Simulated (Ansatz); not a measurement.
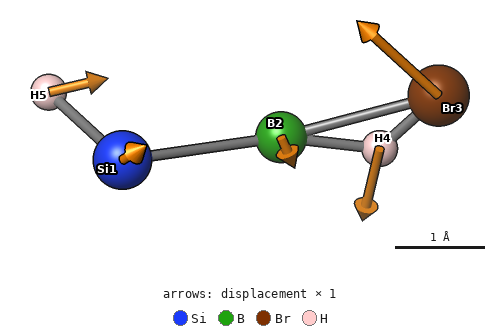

A relaxation of BSiH2Br. The starting structure is drawn; orange arrows show the displacements, at their true length. The two geometries are superimposed by the best rigid fit.

Style: ball-and-stick. Shown from a free direction.

It is one of the separated reactants of a reaction.

The calculation used RKS PBE-D4/def2-SVP in Ansatz 0.2.0. Settings: force threshold 0.03 eV/Å; at most 250 steps.

**What happened in the run?**

The largest move after the best rigid fit is that of Br3, 1.39 Å. By element the largest moves are Br 1.39 Å, H 1.08 Å, Si 0.45 Å, B 0.44 Å. Among the contacts that change: Br3–H4 0.946 → 2.764 Å, Si1–Br3 3.658 → 2.730 Å, B2–Br3 1.832 → 1.995 Å, Si1–B2 1.873 → 1.959 Å. Bonds break: Br3–H4 (0.95 → 2.76 Å). Among the angles between lasting bonds that change: Br3–B2–H4 26.1° → 117.1°, Si1–B2–Br3 161.7° → 87.3°, B2–Si1–H5 106.2° → 82.9°. After 22 geometry steps the energy has fallen by 1372.4 kJ/mol. Largest force component: 45 eV/Å at the start, 0.025 eV/Å at the end. Cost: 29 s on 2 threads of Arm Neoverse V1, with other jobs on the host.
